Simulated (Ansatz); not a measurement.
# The cluster B2P+: geometry, orbitals and charge

What does the cluster B2P+ look like as a singlet, and where do its frontier electrons sit?

Computed with Ansatz 0.2.0, Gaussian basis. Level: RKS PBE0-D4/def2-TZVP.

The runs, in order: relaxation at r2SCAN-D4/def2-TZVP; a single point at PBE0-D4/def2-TZVP.

1 further run of the same task is left out (set aside as unsound or not needed). Runs told in other sessions of the task aren't counted.

## (1) The system as given

3 atoms, charge 1, spin multiplicity 1.

Atoms are counted from 1 here; the program's logs count them from 0.

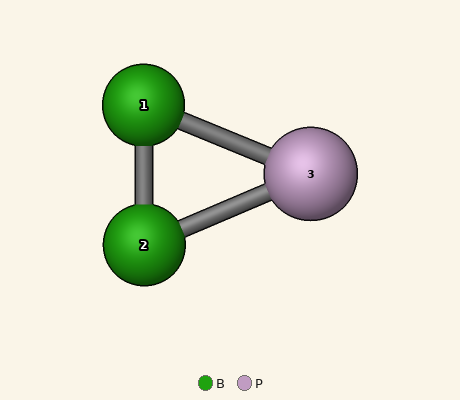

As it starts; boron green, phosphorus pink; atoms are numbered from 1 in the order of the file.

Geometry (Å):

```tsv
atom	x (Å)	y (Å)	z (Å)
B1	-0.80339	0.46352	0.15427
B2	-0.27080	-0.71383	-0.54833
P3	1.07418	0.25031	0.39406
```

The ion is computed in the gas phase, without counter-ions or solvent.

The start is a GFN1-xTB geometry.

## (2) Relaxation at r2SCAN-D4/def2-TZVP

in.yaml reads:

```yaml
crystal:
  periodic: [false, false, false]
  atoms:
    - {symbol: B, position_ang: [-0.803390, 0.463520, 0.154270]}
    - {symbol: B, position_ang: [-0.270800, -0.713830, -0.548330]}
    - {symbol: P, position_ang: [1.074180, 0.250310, 0.394060]}
basis:
  gaussian: {orbitals: def2-TZVP}
total_charge: 1
hamiltonian: {xc: r2scan, dispersion: d4}
scf: {omitted_lower_state_checks: [starts]}
output: {orbitals: {seedname: orbitals}}
relax: {f_tol: 0.02, max_steps: 100}
```

Command:

```
$ ansatz run in.yaml --threads 4 --pin off --events-out ev --progress --plain --max-ram 3916MiB
```

Log, cut to the lines that bear on the results:

```text
Functional definition: r2SCAN
  name "r2SCAN"
  cite "Furness, Kaplan, Ning, Perdew & Sun, J. Phys. Chem. Lett. 11, 8208 (2020) doi:10.1021/acs.jpclett.0c02405"
  cite "Furness, Kaplan, Ning, Perdew & Sun, J. Phys. Chem. Lett. 11, 9248 (2020) doi:10.1021/acs.jpclett.0c03077"
  parent r2scan
[...]
608 factors; their error is unknown
[...]
mean field -10626.14134216 eV, -390.5034916670 hartree, gradient 1.3e-5 eV, S^2 0.000000; 0 other end points of the search recorded, 0 dependent functions left out
[...]
reference -10626.14135347 eV, -390.5034920828 hartree; 12, 12 occupied and 87, 87 virtual orbitals, 608 factors
relax step   1: F+E_penalty+E_count = -10626.15337814 eV  Δ(F+E_penalty+E_count) = +0.000e0 eV  max|allowed force component| = 2.592e0 eV/Å  Δτ_max = 0.0000 Å  (28 SCF iters, accepted)
[...]
relax step   3: F+E_penalty+E_count = -10626.33534217 eV  Δ(F+E_penalty+E_count) = -3.693e-2 eV  max|allowed force component| = 1.006e-1 eV/Å  Δτ_max = 0.0358 Å  (32 SCF iters, accepted)
[...]
relax step   4: F+E_penalty+E_count = -10626.33555072 eV  Δ(F+E_penalty+E_count) = -2.086e-4 eV  max|allowed force component| = 2.958e-3 eV/Å  Δτ_max = 0.0024 Å  (35 SCF iters, accepted)
[...]
608 factors; their error is unknown
mean field -10626.32352065 eV, -390.5101866032 hartree, gradient 3.1e-5 eV, S^2 0.000000; 0 other end points of the search recorded, 0 dependent functions left out
[...]
reference -10626.32353187 eV, -390.5101870154 hartree; 12, 12 occupied and 87, 87 virtual orbitals, 608 factors
Total energy: -10626.33556194 eV, -390.5106291122 hartree
Atom 0 at    -0.776016     0.485899     0.175352 Å, force     0.002266    -0.001395    -0.000496 eV/Å
Atom 1 at    -0.230556    -0.720561    -0.544681 Å, force     0.000692     0.002085     0.001581 eV/Å
Atom 2 at     1.006562     0.234662     0.369330 Å, force    -0.002958    -0.000690    -0.001085 eV/Å
Dipole moment:    -0.257486    -0.060028    -0.094477 e Å
Checks for a lower state left out: starts
```

It took 3.7 s on 4 threads of Arm Neoverse V2, shared host.

Step by step:

```tsv
step	energy from step 1 (eV)	largest force component (eV/Å)
1	0.0000	2.5924
2	-0.1450	1.3112
3	-0.1820	0.1006
4	-0.1822	0.0030
```

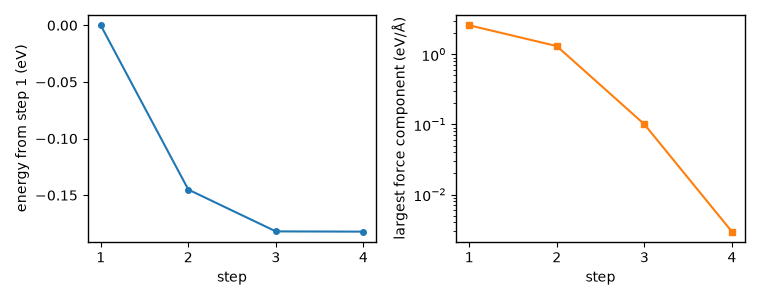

Energy and force, step by step.

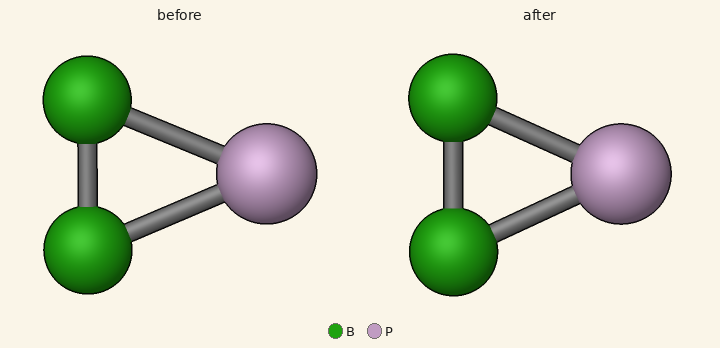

Before and after, at one scale.

Distances of close pairs at the start and the end, largest changes first:

```tsv
bond	before (Å)	after (Å)	change (Å)
B1–P3	1.905	1.811	-0.094
B2–P3	1.904	1.811	-0.094
B1–B2	1.471	1.507	+0.036
```

Bonds by kind at the end (by distance):

```tsv
bond	count	shortest (Å)	longest (Å)
B–P	2	1.811	1.811
B–B	1	1.507	1.507
```

## (3) Single point, PBE0-D4/def2-TZVP

start.molden holds the orbitals of an earlier run on this state, given as this run's starting guess.

in.yaml reads:

```yaml
crystal:
  periodic: [false, false, false]
  atoms:
    - {symbol: B, position_ang: [-0.776016, 0.485899, 0.175352]}
    - {symbol: B, position_ang: [-0.230556, -0.720561, -0.544681]}
    - {symbol: P, position_ang: [1.006562, 0.234662, 0.369330]}
basis:
  gaussian: {orbitals: def2-TZVP, initial_orbitals: start.molden}
total_charge: 1
hamiltonian: {xc: pbe0, dispersion: d4}
output: {orbitals: {seedname: orbitals}}
```

Same command.

Log:

```text
Functional definition: PBE0
  name "PBE0"
  cite "Adamo & Barone, J. Chem. Phys. 110, 6158 (1999) doi:10.1063/1.478522"
  cite "Perdew, Burke & Ernzerhof, Phys. Rev. Lett. 77, 3865 (1996) doi:10.1103/PhysRevLett.77.3865"
  parent pbe
  parameter a = 0.25
  parameter kappa = 0.804
  parameter beta = 0.06672455060314922
  exchange = (1 - a)*pbe_x(kappa = kappa, mu = beta*pi^2/3) + a*exact_x
  correlation = pbe_c(beta = beta)
620 factors; their error is unknown
mean field evaluation 1: about -10622.3929 eV, gradient 5.2e0 eV
mean field evaluation 2: about -10622.4137 eV, gradient 6.3e-2 eV
mean field evaluation 4: about -10622.4248 eV, gradient 5.8e-4 eV
mean field evaluation 8: about -10617.1277 eV, gradient 4.3e1 eV
mean field evaluation 16: about -10622.4248 eV, gradient 4.6e-3 eV
mean field -10622.42479513 eV, -390.3669110830 hartree, gradient 1.9e-5 eV, S^2 0.000000; 1 other end points of the search recorded, 0 dependent functions left out
reference -10622.42482145 eV, -390.3669120500 hartree; 12, 12 occupied and 87, 87 virtual orbitals, 620 factors
Total energy: -10622.47578682 eV, -390.3687849930 hartree
```

Wall time 0.6 s (4 threads of Arm Neoverse V2, shared host).

Report: HOMO -14.70 eV, LUMO -11.07 eV.

Mulliken charges, from this run's orbitals:

```tsv
atom	value (e)
B1	0.31
B2	0.31
P3	0.39
```

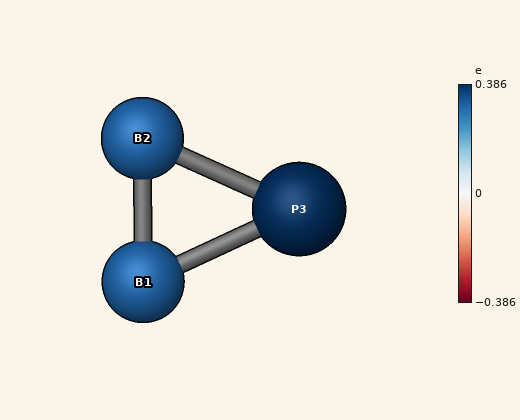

Mulliken charges, from this run's orbitals, as colours on the atoms.

Largest Mayer bond orders: B1–B2 1.72; B1–P3 1.52; B2–P3 1.52.

Orbitals, density, ELF and potential are computed afterwards from the orbital file.

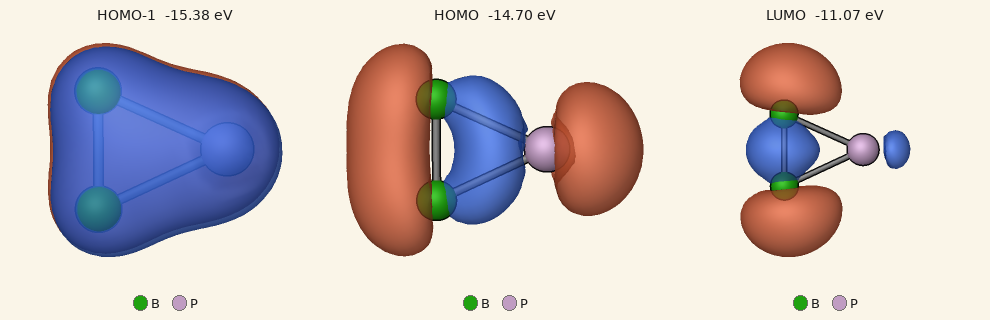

Frontier orbitals at PBE0-D4/def2-TZVP; each surface holds 70 % of the orbital's density, blue and red mark the sign.

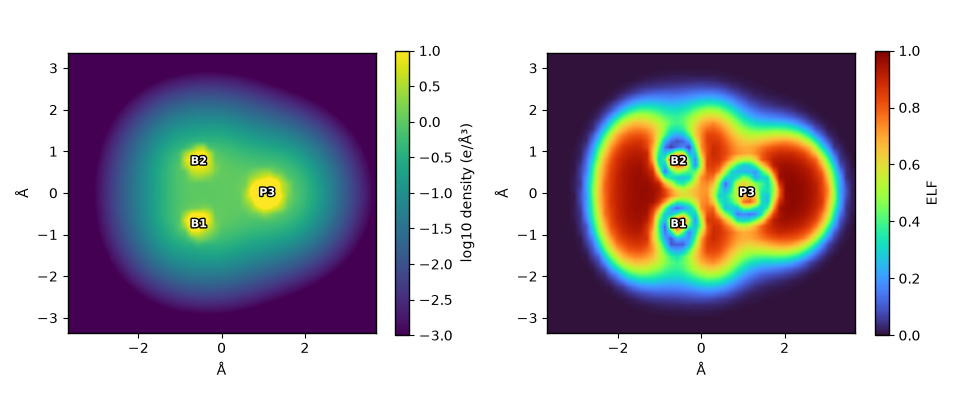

Density (left) and ELF (right) in a plane through or near 3 of the atoms.

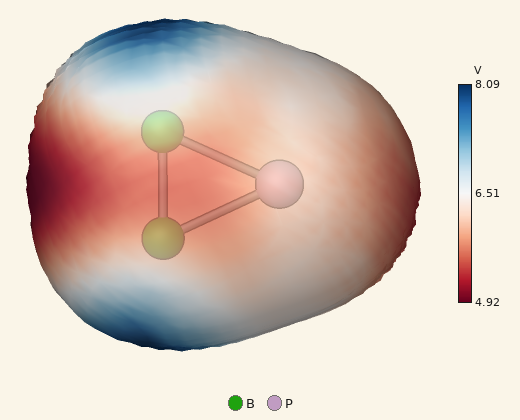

Electrostatic potential on the surface of density 0.002 e/bohr³; red is low, blue high. It runs from 4.92 to 8.09 V.

## (4) Outcome

| quantity | value |
| --- | --- |
| point group | C2v |
| commonest bond | B–P, 2 of mean length 1.811 Å |
| HOMO, LUMO at PBE0-D4/def2-TZVP | -14.70, -11.07 eV |

What this shows: The molecule keeps its bonding pattern by the stored test; the atoms moved 0.05 Å (rms). No usable vibrations, so a minimum isn't proven. The HOMO lies nearest to P3 40 %; B1, B2 about 30 % each and the LUMO to B1, B2 about 46 % each; P3 8 %. Whether this spin is the lowest isn't tested here.
